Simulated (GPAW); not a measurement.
**Near-edge structure at the Fe K edge of LiFeN (P-6m2)**

How does the Fe K edge of LiFeN (P-6m2) move when the bonds are compressed or stretched?

Main program and level: GPAW 26.7.0; X-ray absorption from dipole matrix elements to empty bands, plane-wave PAW LDA.

**1. Starting point**

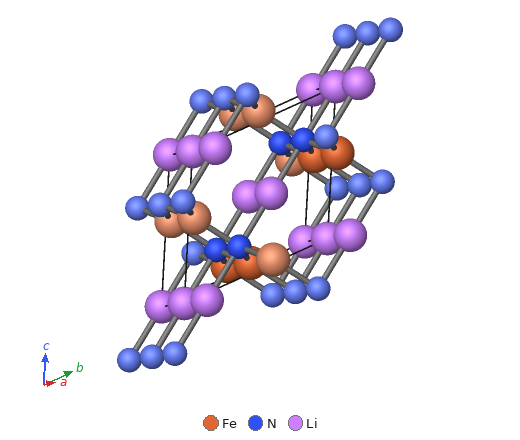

The cell as given, slightly off an axis (iron orange, nitrogen blue, lithium purple). 2×1×1 cells are drawn. Some periodic images of atoms are drawn too.

Coordinates:

```xyz
6
Lattice="1.5503 2.6852 0.0000 -1.5503 2.6852 4.1453 3.1006 0.0000 4.1453" Properties=species:S:1:pos:R:3 pbc="T T T"
Fe    0.0000    1.7901    2.0727
Fe    1.5503    4.4753    6.2180
N     1.5503    2.6852    2.0727
N     1.5503    2.6852    6.2180
Li    0.0000    0.0000    0.0000
Li    1.5503    2.6852    4.1453
```

**2. Ground state of the crystal**

The ground state comes first: it tells whether the system has a gap, which decides how the excited electron is treated.

File scf.py:

```python
import numpy as np
from ase import Atoms
from ase.parallel import parprint, paropen
from gpaw import GPAW, PW, FermiDirac, Mixer, MixerDif, setup_paths
from gpaw.test import gen
setup_paths.insert(0, '.')
gen('Fe', name='nch1s', xcname='LDA', corehole=(1, 0, 0), write_xml=True)
from gpaw.mpi import world
world.barrier()

atoms = Atoms('Fe2N2Li2',
    cell=[[1.55030017, 2.68519867, 0],
     [-1.55030017, 2.68519867, 4.145339],
     [3.10060035, 0, 4.145339]],
    scaled_positions=[[0.25, 0.41666667, 0.08333333],
     [0.75, 0.91666667, 0.58333333],
     [0.75, 0.25, 0.25],
     [0.25, 0.75, 0.75],
     [0, 0, 0],
     [0.5, 0.5, 0.5]],
    magmoms=[4.0, -4.0, 0.0, 0.0, 0.0, 0.0],
    pbc=True)
atoms.calc = calc = GPAW(legacy_gpaw=True, mode=PW(500, force_complex_dtype=True), xc='LDA', setups={0: 'nch1s'},
    kpts={'size': (9, 9, 9), 'gamma': True}, occupations=FermiDirac(0.05),
    charge=0, mixer=MixerDif(0.05, 8, 50), maxiter=150,
    convergence={'density': 0.0001, 'eigenstates': 1e-6}, txt='scf.txt')
energy = atoms.get_potential_energy() + calc.get_reference_energy()
ef = calc.get_fermi_level()
out = dict(energy=energy, fermi=ef, forces=atoms.get_forces().tolist(), magmoms=atoms.get_magnetic_moments().tolist())
parprint(f'all-electron energy {energy:.4f} eV, Fermi level {ef:.4f} eV')
ev = np.array([[calc.get_eigenvalues(k, s) for k in range(len(calc.get_ibz_k_points()))] for s in range(calc.get_number_of_spins())])
out['homo'], out['lumo'], out['counts'] = ev[ev < ef].max(), ev[ev > ef].min(), sorted(set((ev < ef).sum((0, 2)).tolist()))
out['filled'] = (ev[:, 0] < ef).sum(1).tolist()
import json
with paropen('out.json', 'w') as f:
    json.dump(out, f)
```

Started as:

```sh
OMP_NUM_THREADS=1 mpirun -n 4 gpaw python scf.py
```

Numbers of over 12 decimals in the logs are rounded to 6 here.

What it wrote:

```text
Input parameters:
  convergence: {density: 0.0001,
                eigenstates: 1e-06}
  kpts: {gamma: True,
         size: (9, 9, 9)}
  maxiter: 150
  mixer: {backend: pulay,
          beta: 0.05,
          method: difference,
          nmaxold: 8,
          weight: 50}
  mode: {ecut: 500.0,
         force_complex_dtype: True,
         name: pw}
  occupations: {fixmagmom: False,
                name: fermi-dirac,
                width: 0.05}
  setups: {0: nch1s}

Initialize ...

[... PAW data sets ...]

Reference energy: -72456.845217  # eV

Spin-polarized calculation.
Initial magnetic moment: 0.000000

[... convergence settings ...]
Symmetries present (total): 1
  [... symmetry matrices ...]

729 k-points: 9 x 9 x 9 Monkhorst-Pack grid
365 k-points in the irreducible part of the Brillouin zone
       k-points in crystal coordinates                weights
   0:     0.00000000    0.00000000    0.00000000          1/729
   1:     0.00000000    0.00000000    0.11111111          2/729
   2:     0.00000000    0.00000000    0.22222222          2/729
   3:     0.00000000    0.00000000    0.33333333          2/729
   4:     0.00000000    0.00000000    0.44444444          2/729
   5:     0.00000000    0.11111111   -0.44444444          2/729
   6:     0.00000000    0.11111111   -0.33333333          2/729
   7:     0.00000000    0.11111111   -0.22222222          2/729
   8:     0.00000000    0.11111111   -0.11111111          2/729
   9:     0.00000000    0.11111111    0.00000000          2/729
          ...
 364:     0.44444444    0.44444444    0.44444444          2/729

Wave functions: Plane wave expansion
  Cutoff energy: 500.000 eV
  Number of coefficients (min, max): 1730, 1779
  Pulay-stress correction: 0.000000 eV/Ang^3 (de/decut=0.000000)
  Using FFTW library
  Wavefunction extrapolation:
    Improved wavefunction reuse through dual PAW basis

Occupation numbers: Fermi-Dirac:
  width: 0.0500  # eV

Eigensolver
   Davidson(niter=2)

Densities:
  Coarse grid: 16*27*27 grid
  Fine grid: 32*54*54 grid
  Total Charge: 0.000000

Density mixing:
  Method: difference
  Backend: pulay
  Linear mixing parameter: 0.05
  old densities: 8
  Width of damping distribution: 1.1
  Damping of long wavelength oscillations: 50

[... Hamiltonian set-up ...]
Number of atoms: 6
Number of atomic orbitals: 34
Number of bands in calculation: 21
Number of valence electrons: 28
Bands to converge: occupied

... initialized

Initializing position-dependent things.

Density initialized from atomic densities
Creating initial wave functions:
  21 bands from LCAO basis set

              Fe
             N

             Li

             N
        Fe

       Li

Atomic positions and initial magnetic moments

Positions:
   0 Fe    -0.000000    1.790132    2.072669    ( 0.0000,  0.0000,  4.0000)
   1 Fe     1.550300    4.475331    6.218008    ( 0.0000,  0.0000, -4.0000)
   2 N      1.550300    2.685199    2.072669    ( 0.0000,  0.0000,  0.0000)
   3 N      1.550300    2.685199    6.218008    ( 0.0000,  0.0000,  0.0000)
   4 Li     0.000000    0.000000    0.000000    ( 0.0000,  0.0000,  0.0000)
   5 Li     1.550300    2.685199    4.145339    ( 0.0000,  0.0000,  0.0000)

Unit cell:
           periodic     x           y           z      points  spacing
  1. axis:    yes    1.550300    2.685199    0.000000    16     0.1815
  2. axis:    yes   -1.550300    2.685199    4.145339    27     0.1669
  3. axis:    yes    3.100600    0.000000    4.145339    27     0.1669

  Lengths:   3.100600   5.176636   5.176636
  Angles:   62.492192  72.573612  72.573612

Effective grid spacing dv^(1/3) = 0.1809

iter:   1   -43.993560                   -0.0000
iter:   2   -43.566888   -0.55  -0.89    -0.0000
iter:   3   -42.817226   -0.75  -0.96    -0.0000
iter:   4   -42.774914   -1.73  -1.21    -0.0000
iter:   5   -42.862158   -1.14  -1.23    -0.0000
iter:   6   -42.997802   -1.16  -1.41    -0.0000
iter:   7   -42.941587   -1.15  -1.57    -0.0000
iter:   8   -42.931167   -2.04  -1.92    -0.0000
iter:   9   -42.950444   -2.55  -2.32    -0.0000
iter:  10   -42.981690   -2.45  -2.23    -0.0000
iter:  11   -42.971738   -2.52  -2.05    -0.0000
iter:  12   -42.971672c  -3.11  -2.24    -0.0000
iter:  13   -42.970032c  -3.37  -2.30    +0.0000
iter:  14   -42.969389c  -3.86  -2.35    -0.0000
iter:  15   -42.965763c  -3.34  -2.41    +0.0000
iter:  16   -42.965493c  -3.87  -2.62    +0.0000
iter:  17   -42.963191c  -3.30  -2.63    +0.0000
iter:  18   -42.963169c  -4.01  -3.07    -0.0000
iter:  19   -42.963127c  -4.63  -3.42    +0.0000
iter:  20   -42.963157c  -4.15  -3.54    -0.0000
iter:  21   -42.963240c  -4.92  -3.12    -0.0000
iter:  22   -42.963007c  -4.94  -3.27    +0.0000
iter:  23   -42.962990c  -5.31  -3.70    +0.0001
iter:  24   -42.962954c  -5.60  -4.06c   -0.0000
iter:  25   -42.962922c  -5.86  -4.49c   -0.0000
iter:  26   -42.962945c  -6.32c -4.69c   -0.0000

Converged after 26 iterations.

Dipole moment: (-5.244077, 3.027665, -0.000004) |e|*Ang

Total magnetic moment: (0.000000, 0.000000, -0.000008)
Local magnetic moments:
   0 Fe ( 0.000000,  0.000000,  0.421199)
   1 Fe ( 0.000000,  0.000000, -0.421210)
   2 N  ( 0.000000,  0.000000, -0.006302)
   3 N  ( 0.000000,  0.000000,  0.006315)
   4 Li ( 0.000000,  0.000000, -0.000001)
   5 Li ( 0.000000,  0.000000, -0.000001)

Energy contributions relative to reference atoms: (reference = -72456.845217)

Kinetic:        +23.639267
Potential:      -22.876856
External:        +0.000000
XC:             -43.833868
Entropy (-ST):   -0.034567
Local:           +0.125795
SIC:             +0.000000
--------------------------
Free energy:    -42.980229
Extrapolated:   -42.962945

Spin contamination: 0.470705 electrons
Showing only first 2 kpts
                      Up                     Down
 Kpt  Band  Eigenvalues  Occupancy  Eigenvalues  Occupancy
  0    12      4.44911    1.00000      4.44908    1.00000
  0    13      4.89230    0.99569      4.89230    0.99569
  0    14      4.89626    0.99534      4.89624    0.99534
  0    15      5.47059    0.00219      5.47060    0.00219

  1    12      4.44391    1.00000      4.44387    1.00000
  1    13      4.70789    0.99989      4.70787    0.99989
  1    14      5.12781    0.67540      5.12780    0.67546
  1    15      5.59400    0.00019      5.59401    0.00019

Fermi level: 5.16445

No gap
No difference between direct/indirect transitions

Forces in eV/Ang:
  0 Fe   -0.06098    0.03521   -0.00000
  1 Fe   -0.06109    0.03527    0.00000
  2 N     0.06256   -0.03612    0.00051
  3 N     0.06243   -0.03605   -0.00051
  4 Li   -0.00171    0.00099   -0.00000
  5 Li   -0.00171    0.00099    0.00000
Scalar-relativistic atomic LDA calculation for Fe (Iron, Z=26)
Core hole in 1s state (1s occupation: 2.0)
600 radial gridpoints.
|------------------------------------------------|
|------------------------------------------------|
[... the atom generator's iteration count ...]

Energy contributions:
-------------------------
Kinetic:    +1284.264080
XC:           -53.235167
Potential:  -2501.009771
-------------------------
Total:      -1269.980858

state      eigenvalue         ekin         rmax
-----------------------------------------------
1s^2.0 :  -256.537163   333.052433        0.038
2s^2.0 :   -30.049693    60.753742        0.223
2p^6.0 :   -25.651450    59.336601        0.180
3s^2.0 :    -3.435663    13.232265        0.701
3p^6.0 :    -2.202535    11.546501        0.712
3d^6.0 :    -0.284898     7.086297        0.707
4s^2.0 :    -0.201423     1.185406        2.391
4p^0.0 :    -0.052601     0.544936        3.296
-----------------------------------------------
(units: Bohr and Hartree)

Generating PAW setup
Kinetic energy of the core from tauc = 1248.722333
Cutoffs:
rc(s)=2.200
rc(p)=2.000
rc(d)=2.000
rc(vbar)=1.800
rc(comp)=2.000
rc(nct)=2.200

Kinetic energy of the core states: 1239.375486
Charge: 0.0
Core electrons: 18.0
Valence electrons: 8.0
Pseudo-core charge: 0.898909
Shape function alpha=2.500
Pseudo-electron charge 4.996357
state    eigenvalue         norm
--------------------------------
4s(2) :    -0.201423     1.027602
*s    :     0.798577
4p(0) :    -0.052601     0.991270
*p    :     0.947399
3d(6) :    -0.284898     0.340374
*d    :     0.715102
--------------------------------

Diagonalizing with gridspacing h=0.050

state   all-electron     PAW
-------------------------------
4s:      -0.201423    -0.201507
4p:      -0.052601    -0.052622
3d:      -0.284898    -0.285412
*f:                    0.070434
-------------------------------
all-electron energy -72499.8082 eV, Fermi level 5.1645 eV
```

Run time: 2.1 min. Hardware: 4 MPI ranks of Intel Xeon 6975P-C (Granite Rapids), shared host; peak memory 0.39 GiB; 8.3 min of CPU time.

The mesh shows no gap, so the system is treated as a metal and the core electron is put at the Fermi level (neutral cell).

Site moments (μB): 0.42, -0.42, -0.01, 0.01, 0.00, 0.00.

**3. Supercell without a hole, the energy reference**

The photon energy needs a difference of total energies, so the cell and mesh of the coming hole run are first run without a hole.

Edit scf.py of step 2 so:

```diff
@@ -10,16 +10,28 @@
 
-atoms = Atoms('Fe2N2Li2',
-    cell=[[1.55030017, 2.68519867, 0],
-     [-1.55030017, 2.68519867, 4.145339],
-     [3.10060035, 0, 4.145339]],
-    scaled_positions=[[0.25, 0.41666667, 0.08333333],
-     [0.75, 0.91666667, 0.58333333],
-     [0.75, 0.25, 0.25],
-     [0.25, 0.75, 0.75],
+atoms = Atoms('Fe6N6Li6',
+    cell=[[4.65090052, -2.68519867, 0],
+     [0, 5.37039733, 4.145339],
+     [-0, -5.37039733, 4.145339]],
+    scaled_positions=[[0, 0.41666667, 0.08333333],
+     [0.66666667, 0.08333333, 0.41666667],
+     [0.33333333, 0.75, 0.75],
+     [0.33333333, 0.25, 0.25],
+     [0, 0.91666667, 0.58333333],
+     [0.66666667, 0.58333333, 0.91666667],
+     [0.33333333, 0.58333333, 0.91666667],
+     [0, 0.25, 0.25],
+     [0.66666667, 0.91666667, 0.58333333],
+     [0.33333333, 0.08333333, 0.41666667],
+     [0, 0.75, 0.75],
+     [0.66666667, 0.41666667, 0.08333333],
      [0, 0, 0],
-     [0.5, 0.5, 0.5]],
-    magmoms=[4.0, -4.0, 0.0, 0.0, 0.0, 0.0],
+     [0.66666667, 0.66666667, 0.33333333],
+     [0.33333333, 0.33333333, 0.66666667],
+     [0.33333333, 0.83333333, 0.16666667],
+     [0, 0.5, 0.5],
+     [0.66666667, 0.16666667, 0.83333333]],
+    magmoms=[4.0, 4.0, 4.0, -4.0, -4.0, -4.0, 0.0, 0.0, 0.0, 0.0, 0.0, 0.0, 0.0, 0.0, 0.0, 0.0, 0.0, 0.0],
     pbc=True)
 atoms.calc = calc = GPAW(legacy_gpaw=True, mode=PW(500, force_complex_dtype=True), xc='LDA', setups={0: 'nch1s'},
-    kpts={'size': (9, 9, 9), 'gamma': True}, occupations=FermiDirac(0.05),
+    kpts={'size': (4, 4, 4), 'gamma': True}, occupations=FermiDirac(0.1),
     charge=0, mixer=MixerDif(0.05, 8, 50), maxiter=150,
```

What it wrote:

```text
Input parameters:
  convergence: {density: 0.0001,
                eigenstates: 1e-06}
  kpts: {gamma: True,
         size: (4, 4, 4)}
  maxiter: 150
  mixer: {backend: pulay,
          beta: 0.05,
          method: difference,
          nmaxold: 8,
          weight: 50}
  mode: {ecut: 500.0,
         force_complex_dtype: True,
         name: pw}
  occupations: {fixmagmom: False,
                name: fermi-dirac,
[...]
*s    :     0.798577
4p(0) :    -0.052601     0.991270
*p    :     0.947399
3d(6) :    -0.284898     0.340374
*d    :     0.715102
--------------------------------

Diagonalizing with gridspacing h=0.050

state   all-electron     PAW
-------------------------------
4s:      -0.201423    -0.201507
4p:      -0.052601    -0.052622
3d:      -0.284898    -0.285412
*f:                    0.070434
-------------------------------
all-electron energy -217499.4377 eV, Fermi level 5.1536 eV
[key lines of the parts left out:]
Converged after 82 iterations.
Dipole moment: (-0.000616, 0.000351, -0.000022) |e|*Ang
Free energy:   -129.118808
Fermi level: 5.15356
```

Wall time 6.2 min (4 MPI ranks); peak memory 0.53 GiB; 25 min of CPU time.

Reference energy: -217499.438 eV with the cores included.

(Part 1 of 3 ends here.)

[Banner, clock and machine lines of the logs are left out without a mark of their own.]

[Logs are printed without paths, hosts, clocks, repeated set-up lines and the standing remarks that a program may print on its own settings, such as how far it seeks lower states.]

[Hosts, paths, dates, database ids (printed as entryN), source tags and the programs' standing remarks are cut or masked in the printed files.]

[Lists of maxima count a maximum above −3 eV only where it reaches 4 % of the highest in the window and stands out from its surroundings by 2 % of it (1.5 % where it reaches 55 %); shoulders and weaker maxima are passed over, and of the rest the first, up to two pre-edge ones and the few strongest are named.]
